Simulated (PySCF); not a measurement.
# Ir: excitation energy in def2-TZVPPD with ECP60

Aim: the excitation energy of iridium from differences of total energies, at each level of theory, and how far each lands from the tabulated value where there is one.

Method: unrestricted determinants in a Gaussian basis, no spin-orbit coupling in the energies. Code: PySCF 2.14.0.

## 1. The atom as given

```
Element                                   : iridium (Z = 77)
Basis                                     : def2-TZVPPD with the def2 core potential (60 electrons)
Hamiltonian                               : scalar relativity through the core potential
State 1                                   : Ir: [Xe] 4f14 5d8 6s1, 6s spin antiparallel (an excited configuration)
Needed too, but not shown                 : Ir [Xe] 4f14 5d7 6s2 (4F)
Methods                                   : UHF, LDA, PBE, PBE0, r2SCAN, wB97X, PW91, M06-L, BP86, MP2
Core shells frozen in the correlated runs : valence: 5s2 5p6; valence and next inner shell: nothing (for Ir)
```

The runs were made by one driver on top of PySCF. The scripts below sum up each run's settings (the driver also hands on starting orbitals that pick excited configurations, and frozen orbitals as a list rather than a count), and the logs come from the driver's own runs. The driver starts from symmetry-adapted Hartree-Fock orbitals, holds the occupation by maximum overlap and uses a logarithmic radial grid for functionals, so a plain start would take other cycles.

The integrals over 59 functions and the set-up took 0.16 s of CPU time.

## 2. Ir [Xe] 4f14 5d8 6s1, s spin flipped: the ladder of methods

Level: UHF.

Input file input.py:

```python
from pyscf import gto, scf, dft, mp, cc
import basis_set_exchange as bse
txt = bse.get_basis("def2-TZVPPD", elements=["Ir"], fmt="nwchem", header=False)
cut = txt.index("\nECP")
mol = gto.M(atom="Ir 0 0 0", charge=0, spin=1, symmetry="D2h",
            basis=gto.basis.parse(txt[:cut]),
            ecp={"Ir": gto.basis.parse_ecp(txt[cut:])})
mf = scf.UHF(mol)
mf.irrep_nelec = {'Ag': (3, 2), 'B1g': (1, 1), 'B2g': (1, 1), 'B3g': (1, 1), 'B1u': (1, 1), 'B2u': (1, 1), 'B3u': (1, 1)}
mf.kernel()
```

The log of the run:

```text
damping factor = 0
level_shift factor = 0
DIIS = <class 'pyscf.scf.diis.CDIIS'>
diis_start_cycle = 1
diis_space = 10
diis_damp = 0
SCF conv_tol = 1e-09
SCF conv_tol_grad = None
number electrons alpha = 9  beta = 8
cycle= 1 E= -103.409721816089  delta_E= -0.00603  |g|= 0.028  |ddm|= 0.0288
cycle= 2 E= -103.409936800326  delta_E= -0.000215  |g|= 0.00605  |ddm|= 0.00687
cycle= 3 E= -103.409951725867  delta_E= -1.49e-05  |g|= 0.00122  |ddm|= 0.00445
cycle= 4 E= -103.409952900902  delta_E= -1.18e-06  |g|= 0.000574  |ddm|= 0.00131
cycle= 5 E= -103.409953353173  delta_E= -4.52e-07  |g|= 7.5e-05  |ddm|= 0.00147
cycle= 6 E= -103.409953361008  delta_E= -7.83e-09  |g|= 1.28e-05  |ddm|= 0.000189
cycle= 7 E= -103.409953361243  delta_E= -2.35e-10  |g|= 7.55e-07  |ddm|= 2.76e-05
converged SCF energy = -103.409953361243  <S^2> = 1.7603982  2S+1 = 2.8357702
```

It used 0.27 s of CPU time after the integrals (shared host).

The occupied shells:

```
shell  electrons  mean orbital energy (eV)  spread (eV)  rms radius (bohr)
 5s α          1                   -114.55            0               1.07
 5s β          1                   -111.84            0               1.07
 5p α          3                   -66.012            0               1.24
 5p β          3                   -62.055            0               1.24
 5d α          5                   -11.001        1.018               1.91
 5d β          3                    -9.627            0               1.91
 6s β          1                    -7.053            0               3.56
```

⟨S²⟩ = 1.760, ⟨L²⟩ = 12.04.

Energies and moments cover only the electrons outside the core potential. Spin-orbit coupling, absent here, splits the open shell strongly. With the s spin flipped the determinant is a mixture of two multiplicities, not a spectroscopic state.

Level: LDA.

Changes to input.py:

```diff
@@ -7,3 +7,3 @@
             ecp={"Ir": gto.basis.parse_ecp(txt[cut:])})
-mf = scf.UHF(mol)
+mf = dft.UKS(mol, xc="LDA,VWN")
 mf.irrep_nelec = {'Ag': (3, 2), 'B1g': (1, 1), 'B2g': (1, 1), 'B3g': (1, 1), 'B1u': (1, 1), 'B2u': (1, 1), 'B3u': (1, 1)}
```

The log of the run:

```text
damping factor = 0
level_shift factor = 0
DIIS = <class 'pyscf.scf.diis.CDIIS'>
diis_start_cycle = 1
diis_space = 10
diis_damp = 0
SCF conv_tol = 1e-09
SCF conv_tol_grad = None
number electrons alpha = 9  beta = 8
XC functionals = LDA,VWN
    P. A. M. Dirac.,  Math. Proc. Cambridge Philos. Soc. 26, 376 (1930)
    F. Bloch.,  Z. Phys. 57, 545 (1929)
    S. H. Vosko, L. Wilk, and M. Nusair.,  Can. J. Phys. 58, 1200 (1980)
cycle= 1 E= -104.023377956675  delta_E= -0.0115  |g|= 0.12  |ddm|= 0.542
cycle= 2 E= -104.016846457286  delta_E= 0.00653  |g|= 0.175  |ddm|= 0.309
cycle= 3 E= -104.029559571823  delta_E= -0.0127  |g|= 0.00245  |ddm|= 0.173
cycle= 4 E= -104.029563408816  delta_E= -3.84e-06  |g|= 0.000471  |ddm|= 0.00481
cycle= 5 E= -104.02956351673  delta_E= -1.08e-07  |g|= 2.36e-05  |ddm|= 0.000672
cycle= 6 E= -104.029563516988  delta_E= -2.58e-10  |g|= 3.52e-07  |ddm|= 2.29e-05
converged SCF energy = -104.029563516988  <S^2> = 1.7532265  2S+1 = 2.8307077
```

It used 0.5 s of CPU time after the integrals (shared host).

Level: PBE.

Changes to input.py:

```diff
@@ -7,3 +7,3 @@
             ecp={"Ir": gto.basis.parse_ecp(txt[cut:])})
-mf = dft.UKS(mol, xc="LDA,VWN")
+mf = dft.UKS(mol, xc="PBE")
 mf.irrep_nelec = {'Ag': (3, 2), 'B1g': (1, 1), 'B2g': (1, 1), 'B3g': (1, 1), 'B1u': (1, 1), 'B2u': (1, 1), 'B3u': (1, 1)}
```

The log of the run:

```text
damping factor = 0
level_shift factor = 0
DIIS = <class 'pyscf.scf.diis.CDIIS'>
diis_start_cycle = 1
diis_space = 10
diis_damp = 0
SCF conv_tol = 1e-09
SCF conv_tol_grad = None
number electrons alpha = 9  beta = 8
XC functionals = PBE
    J. P. Perdew, K. Burke, and M. Ernzerhof.,  Phys. Rev. Lett. 77, 3865 (1996)
    J. P. Perdew, K. Burke, and M. Ernzerhof.,  Phys. Rev. Lett. 78, 1396 (1997)
    J. P. Perdew, K. Burke, and M. Ernzerhof.,  Phys. Rev. Lett. 77, 3865 (1996)
    J. P. Perdew, K. Burke, and M. Ernzerhof.,  Phys. Rev. Lett. 78, 1396 (1997)
cycle= 1 E= -104.24847648223  delta_E= -0.0133  |g|= 0.0582  |ddm|= 0.513
cycle= 2 E= -104.246835794569  delta_E= 0.00164  |g|= 0.0879  |ddm|= 0.171
cycle= 3 E= -104.250076863414  delta_E= -0.00324  |g|= 0.00248  |ddm|= 0.0875
cycle= 4 E= -104.250080374439  delta_E= -3.51e-06  |g|= 0.00033  |ddm|= 0.00411
cycle= 5 E= -104.250080433368  delta_E= -5.89e-08  |g|= 1.15e-05  |ddm|= 0.000531
cycle= 6 E= -104.250080433435  delta_E= -6.7e-11  |g|= 3.39e-07  |ddm|= 1.96e-05
converged SCF energy = -104.250080433435  <S^2> = 1.7537661  2S+1 = 2.8310889
```

It used 0.76 s of CPU time after the integrals (shared host).

Level: PBE0.

Changes to input.py:

```diff
@@ -7,3 +7,3 @@
             ecp={"Ir": gto.basis.parse_ecp(txt[cut:])})
-mf = dft.UKS(mol, xc="PBE")
+mf = dft.UKS(mol, xc="PBE0")
 mf.irrep_nelec = {'Ag': (3, 2), 'B1g': (1, 1), 'B2g': (1, 1), 'B3g': (1, 1), 'B1u': (1, 1), 'B2u': (1, 1), 'B3u': (1, 1)}
```

The log of the run:

```text
damping factor = 0
level_shift factor = 0
DIIS = <class 'pyscf.scf.diis.CDIIS'>
diis_start_cycle = 1
diis_space = 10
diis_damp = 0
SCF conv_tol = 1e-09
SCF conv_tol_grad = None
number electrons alpha = 9  beta = 8
XC functionals = PBE0
    C. Adamo and V. Barone.,  J. Chem. Phys. 110, 6158 (1999)
    M. Ernzerhof and G. E. Scuseria.,  J. Chem. Phys. 110, 5029 (1999)
cycle= 1 E= -104.203336260574  delta_E= -0.00906  |g|= 0.0251  |ddm|= 0.374
cycle= 2 E= -104.203453367073  delta_E= -0.000117  |g|= 0.0244  |ddm|= 0.107
cycle= 3 E= -104.203692162999  delta_E= -0.000239  |g|= 0.00226  |ddm|= 0.0221
cycle= 4 E= -104.203695773587  delta_E= -3.61e-06  |g|= 0.000176  |ddm|= 0.00926
cycle= 5 E= -104.203695805138  delta_E= -3.16e-08  |g|= 3.83e-05  |ddm|= 0.000454
cycle= 6 E= -104.203695805987  delta_E= -8.49e-10  |g|= 2.92e-06  |ddm|= 8.38e-05
converged SCF energy = -104.203695805987  <S^2> = 1.7546847  2S+1 = 2.8317378
```

It used 0.83 s of CPU time after the integrals (shared host).

Level: r2SCAN.

Changes to input.py:

```diff
@@ -7,3 +7,3 @@
             ecp={"Ir": gto.basis.parse_ecp(txt[cut:])})
-mf = dft.UKS(mol, xc="PBE0")
+mf = dft.UKS(mol, xc="R2SCAN")
 mf.irrep_nelec = {'Ag': (3, 2), 'B1g': (1, 1), 'B2g': (1, 1), 'B3g': (1, 1), 'B1u': (1, 1), 'B2u': (1, 1), 'B3u': (1, 1)}
```

The log of the run:

```text
damping factor = 0
level_shift factor = 0
DIIS = <class 'pyscf.scf.diis.CDIIS'>
diis_start_cycle = 1
diis_space = 10
diis_damp = 0
SCF conv_tol = 1e-09
SCF conv_tol_grad = None
number electrons alpha = 9  beta = 8
XC functionals = R2SCAN
    J. W. Furness, A. D. Kaplan, J. Ning, J. P. Perdew, and J. Sun.,  J. Phys. Chem. Lett. 11, 8208-8215 (2020)
    J. W. Furness, A. D. Kaplan, J. Ning, J. P. Perdew, and J. Sun.,  J. Phys. Chem. Lett. 11, 9248-9248 (2020)
    J. W. Furness, A. D. Kaplan, J. Ning, J. P. Perdew, and J. Sun.,  J. Phys. Chem. Lett. 11, 8208-8215 (2020)
    J. W. Furness, A. D. Kaplan, J. Ning, J. P. Perdew, and J. Sun.,  J. Phys. Chem. Lett. 11, 9248-9248 (2020)
cycle= 1 E= -104.253154220579  delta_E= -0.0113  |g|= 0.0251  |ddm|= 0.452
cycle= 2 E= -104.253115840627  delta_E= 3.84e-05  |g|= 0.0326  |ddm|= 0.123
cycle= 3 E= -104.253554083632  delta_E= -0.000438  |g|= 0.00103  |ddm|= 0.0282
cycle= 4 E= -104.253555509622  delta_E= -1.43e-06  |g|= 0.000433  |ddm|= 0.00801
cycle= 5 E= -104.253555601829  delta_E= -9.22e-08  |g|= 2.7e-05  |ddm|= 0.000892
cycle= 6 E= -104.2535556022  delta_E= -3.71e-10  |g|= 1.81e-07  |ddm|= 3.65e-05
converged SCF energy = -104.2535556022  <S^2> = 1.7593904  2S+1 = 2.8350594
```

CPU time 1.8 s on a shared host, the integrals not counted.

Level: wB97X.

Changes to input.py:

```diff
@@ -7,3 +7,3 @@
             ecp={"Ir": gto.basis.parse_ecp(txt[cut:])})
-mf = dft.UKS(mol, xc="R2SCAN")
+mf = dft.UKS(mol, xc="WB97X")
 mf.irrep_nelec = {'Ag': (3, 2), 'B1g': (1, 1), 'B2g': (1, 1), 'B3g': (1, 1), 'B1u': (1, 1), 'B2u': (1, 1), 'B3u': (1, 1)}
```

The log of the run:

```text
damping factor = 0
level_shift factor = 0
DIIS = <class 'pyscf.scf.diis.CDIIS'>
diis_start_cycle = 1
diis_space = 10
diis_damp = 0
SCF conv_tol = 1e-09
SCF conv_tol_grad = None
number electrons alpha = 9  beta = 8
XC functionals = WB97X
    J.-D. Chai and M. Head-Gordon.,  J. Chem. Phys. 128, 084106 (2008)
cycle= 1 E= -104.235201131708  delta_E= -0.0105  |g|= 0.0223  |ddm|= 0.355
cycle= 2 E= -104.235966365584  delta_E= -0.000765  |g|= 0.00665  |ddm|= 0.123
cycle= 3 E= -104.236068368026  delta_E= -0.000102  |g|= 0.00172  |ddm|= 0.0601
cycle= 4 E= -104.236070916147  delta_E= -2.55e-06  |g|= 0.000718  |ddm|= 0.00941
cycle= 5 E= -104.236071158257  delta_E= -2.42e-07  |g|= 2.05e-05  |ddm|= 0.002
cycle= 6 E= -104.236071159068  delta_E= -8.11e-10  |g|= 5.15e-06  |ddm|= 0.000158
converged SCF energy = -104.236071159068  <S^2> = 1.7514237  2S+1 = 2.8294336
```

It used 1 s of CPU time after the integrals (shared host).

Level: PW91.

Changes to input.py:

```diff
@@ -7,3 +7,3 @@
             ecp={"Ir": gto.basis.parse_ecp(txt[cut:])})
-mf = dft.UKS(mol, xc="WB97X")
+mf = dft.UKS(mol, xc="PW91,PW91")
 mf.irrep_nelec = {'Ag': (3, 2), 'B1g': (1, 1), 'B2g': (1, 1), 'B3g': (1, 1), 'B1u': (1, 1), 'B2u': (1, 1), 'B3u': (1, 1)}
```

The log of the run:

```text
damping factor = 0
level_shift factor = 0
DIIS = <class 'pyscf.scf.diis.CDIIS'>
diis_start_cycle = 1
diis_space = 10
diis_damp = 0
SCF conv_tol = 1e-09
SCF conv_tol_grad = None
number electrons alpha = 9  beta = 8
XC functionals = PW91,PW91
    J. P. Perdew. In P. Ziesche and H. Eschrig, editors, Proceedings of the 75. WE-Heraeus-Seminar and 21st Annual International Symposium on Electronic Structure of Solids, 11. Berlin, 1991. Akademie Verlag.
    J. P. Perdew, J. A. Chevary, S. H. Vosko, K. A. Jackson, M. R. Pederson, D. J. Singh, and C. Fiolhais.,  Phys. Rev. B 46, 6671 (1992)
    J. P. Perdew, J. A. Chevary, S. H. Vosko, K. A. Jackson, M. R. Pederson, D. J. Singh, and C. Fiolhais.,  Phys. Rev. B 48, 4978 (1993)
    J. P. Perdew. In P. Ziesche and H. Eschrig, editors, Proceedings of the 75. WE-Heraeus-Seminar and 21st Annual International Symposium on Electronic Structure of Solids, 11. Berlin, 1991. Akademie Verlag.
    J. P. Perdew, J. A. Chevary, S. H. Vosko, K. A. Jackson, M. R. Pederson, D. J. Singh, and C. Fiolhais.,  Phys. Rev. B 46, 6671 (1992)
    J. P. Perdew, J. A. Chevary, S. H. Vosko, K. A. Jackson, M. R. Pederson, D. J. Singh, and C. Fiolhais.,  Phys. Rev. B 48, 4978 (1993)
cycle= 1 E= -104.299142478514  delta_E= -0.0137  |g|= 0.0547  |ddm|= 0.528
cycle= 2 E= -104.297671925952  delta_E= 0.00147  |g|= 0.0833  |ddm|= 0.161
cycle= 3 E= -104.300589969189  delta_E= -0.00292  |g|= 0.00276  |ddm|= 0.0827
cycle= 4 E= -104.30059420147  delta_E= -4.23e-06  |g|= 0.0003  |ddm|= 0.00452
cycle= 5 E= -104.300594251926  delta_E= -5.05e-08  |g|= 9.93e-06  |ddm|= 0.00049
cycle= 6 E= -104.300594251979  delta_E= -5.25e-11  |g|= 4.04e-07  |ddm|= 1.89e-05
converged SCF energy = -104.300594251979  <S^2> = 1.7537799  2S+1 = 2.8310987
```

CPU time 0.79 s on a shared host, the integrals not counted.

Level: M06-L.

Changes to input.py:

```diff
@@ -7,3 +7,3 @@
             ecp={"Ir": gto.basis.parse_ecp(txt[cut:])})
-mf = dft.UKS(mol, xc="PW91,PW91")
+mf = dft.UKS(mol, xc="M06L")
 mf.irrep_nelec = {'Ag': (3, 2), 'B1g': (1, 1), 'B2g': (1, 1), 'B3g': (1, 1), 'B1u': (1, 1), 'B2u': (1, 1), 'B3u': (1, 1)}
```

The log of the run:

```text
damping factor = 0
level_shift factor = 0
DIIS = <class 'pyscf.scf.diis.CDIIS'>
diis_start_cycle = 1
diis_space = 10
diis_damp = 0
SCF conv_tol = 1e-09
SCF conv_tol_grad = None
number electrons alpha = 9  beta = 8
XC functionals = M06L
    Y. Zhao and D. G. Truhlar.,  J. Chem. Phys. 125, 194101 (2006)
    Y. Zhao and D. G. Truhlar.,  J. Chem. Phys. 125, 194101 (2006)
    Y. Zhao and D. G. Truhlar.,  Theor. Chem. Acc. 120, 215 (2008)
cycle= 1 E= -104.272963188104  delta_E= -0.0109  |g|= 0.0154  |ddm|= 0.382
cycle= 2 E= -104.273064676881  delta_E= -0.000101  |g|= 0.019  |ddm|= 0.108
cycle= 3 E= -104.273215686421  delta_E= -0.000151  |g|= 0.00163  |ddm|= 0.0155
cycle= 4 E= -104.273219441695  delta_E= -3.76e-06  |g|= 0.000452  |ddm|= 0.0146
cycle= 5 E= -104.273219646892  delta_E= -2.05e-07  |g|= 8.32e-05  |ddm|= 0.00336
cycle= 6 E= -104.273219650547  delta_E= -3.66e-09  |g|= 9.87e-07  |ddm|= 0.000239
cycle= 7 E= -104.273219650548  delta_E= -1.24e-12  |g|= 8.52e-08  |ddm|= 2.96e-06
converged SCF energy = -104.273219650548  <S^2> = 1.7574512  2S+1 = 2.833691
```

CPU time 2.1 s on a shared host, the integrals not counted.

Level: BP86.

Changes to input.py:

```diff
@@ -7,3 +7,3 @@
             ecp={"Ir": gto.basis.parse_ecp(txt[cut:])})
-mf = dft.UKS(mol, xc="M06L")
+mf = dft.UKS(mol, xc="B88,P86")
 mf.irrep_nelec = {'Ag': (3, 2), 'B1g': (1, 1), 'B2g': (1, 1), 'B3g': (1, 1), 'B1u': (1, 1), 'B2u': (1, 1), 'B3u': (1, 1)}
```

The log of the run:

```text
damping factor = 0
level_shift factor = 0
DIIS = <class 'pyscf.scf.diis.CDIIS'>
diis_start_cycle = 1
diis_space = 10
diis_damp = 0
SCF conv_tol = 1e-09
SCF conv_tol_grad = None
number electrons alpha = 9  beta = 8
XC functionals = B88,P86
    A. D. Becke.,  Phys. Rev. A 38, 3098 (1988)
    J. P. Perdew.,  Phys. Rev. B 33, 8822 (1986)
cycle= 1 E= -104.342058696155  delta_E= -0.0144  |g|= 0.0637  |ddm|= 0.535
cycle= 2 E= -104.340112226854  delta_E= 0.00195  |g|= 0.0964  |ddm|= 0.191
cycle= 3 E= -104.343984668343  delta_E= -0.00387  |g|= 0.003  |ddm|= 0.0919
cycle= 4 E= -104.343989794293  delta_E= -5.13e-06  |g|= 0.000367  |ddm|= 0.00414
cycle= 5 E= -104.343989864081  delta_E= -6.98e-08  |g|= 6.96e-06  |ddm|= 0.000619
cycle= 6 E= -104.343989864117  delta_E= -3.62e-11  |g|= 2.93e-07  |ddm|= 1.29e-05
converged SCF energy = -104.343989864117  <S^2> = 1.753877  2S+1 = 2.8311673
```

CPU time 0.76 s on a shared host, the integrals not counted.

## 3. Ir [Xe] 4f14 5d8 6s1, s spin flipped, continued

Level: MP2 (valence).

input.py, as its differences from that of step 2:

```diff
@@ -7,4 +7,5 @@
             ecp={"Ir": gto.basis.parse_ecp(txt[cut:])})
-mf = dft.UKS(mol, xc="B88,P86")
+mf = scf.UHF(mol)
 mf.irrep_nelec = {'Ag': (3, 2), 'B1g': (1, 1), 'B2g': (1, 1), 'B3g': (1, 1), 'B1u': (1, 1), 'B2u': (1, 1), 'B3u': (1, 1)}
 mf.kernel()
+mp.UMP2(mf, frozen=4).kernel()
```

No log was kept for this step.

It used 0.08 s of CPU time after the integrals (shared host).

With 9 electrons correlated, the MP2 correlation energy is -0.24226 hartree (-0.08129 same spin, -0.16097 opposite spin); the SCS form gives -0.22026. Largest pairs of shells: 5d-5d -0.1991, 5d-6s -0.0432, 6s-6s 0.0000.

Level: MP2 (valence and next inner shell).

Changes to input.py:

```diff
@@ -10,2 +10,2 @@
 mf.kernel()
-mp.UMP2(mf, frozen=4).kernel()
+mp.UMP2(mf, frozen=0).kernel()
```

No log was kept for this step.

CPU time 0.12 s on a shared host, the integrals not counted.

With 17 electrons correlated, the MP2 correlation energy is -0.47347 hartree (-0.15197 same spin, -0.32150 opposite spin); the SCS form gives -0.43646. Largest pairs of shells: 5d-5d -0.1991, 5p-5d -0.1432, 5d-6s -0.0432, 5p-5p -0.0430, 5s-5p -0.0179.

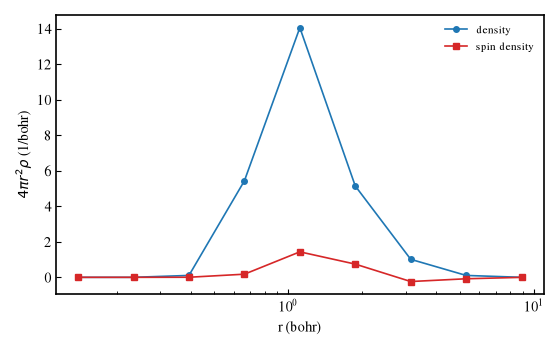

Radial density 4πr²ρ of Ir at UHF, the electrons outside the core potential, at 9 stored radii joined by straight lines.

## 4. The energy differences

Excitation energy: Ir [Xe] 4f14 5d7 6s2 (4F) → Ir [Xe] 4f14 5d8 6s1, s spin flipped.

```csv
method,value (eV)
UHF,0.9739
LDA,0.5812
PBE,0.5527
PBE0,0.5618
r2SCAN,0.6918
wB97X,0.4673
PW91,0.5443
M06-L,0.7917
BP86,0.5501
MP2 (valence),0.6273
SCS-MP2 (valence),0.4728
MP2 (valence and next inner shell),0.8332
SCS-MP2 (valence and next inner shell),0.7610
```

The upper determinant mixes two multiplicities, so it lies between the two terms.

The differences also use runs on Ir [Xe] 4f14 5d7 6s2 (4F), which are not shown here.

## 5. Results

| quantity | value |
| --- | --- |
| excitation energy, Ir → [Xe] 4f14 5d8 6s1, s spin flipped | UHF 0.974, MP2 (valence and next inner shell) 0.833 eV |

In words: The methods span 0.507 eV, from wB97X (0.467) to UHF (0.974). No reference value is at hand in this session. All values hold for this basis alone; no basis-set limit was taken.
